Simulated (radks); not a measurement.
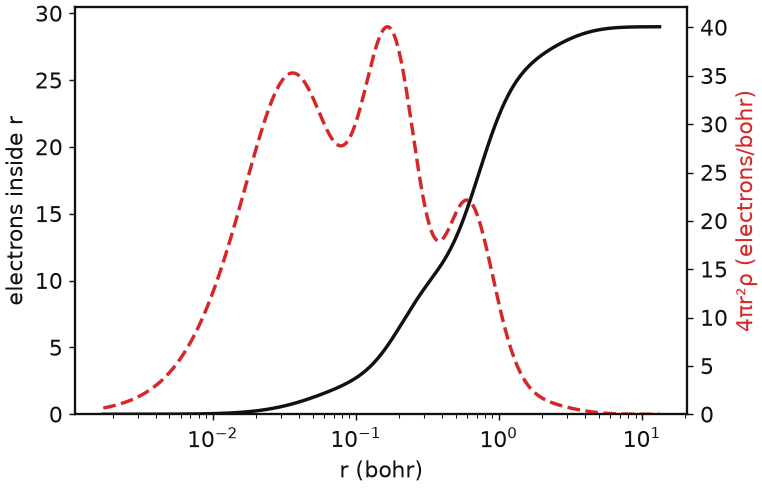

The neutral copper atom in the configuration [Ne] 3s2 3p5 3d10 4s1 4p1 (high spin). The calculation used the in-house radial solver radks at this level: scalar-relativistic Kohn-Sham, PBE, spin-polarised, spherical densities, point nucleus.

```
Z 29
configuration [Ne] 3s2 3p5 3d10 4s1 4p1
relativity scalar-relativistic
functional pbe,pbe
spin polarised
nucleus point
c 137.035999084
```

The run was one of a batch (task.json lists them), launched with:
```bash
python run_ks.py task.json out
```

The plot shows the number of electrons inside radius r (solid) and the radial density 4πr²ρ (dashed).

Question: Describe it and give its main numbers.

Answer: The count levels off at 29 electrons. Half of them lie within 0.560 bohr, 90 % within 1.63 bohr and 99 % within 4.66 bohr. The radial density has minima at 0.0783 and 0.382 bohr, where the count stands at 2.1 and 11.0; these part the shells that the density resolves.
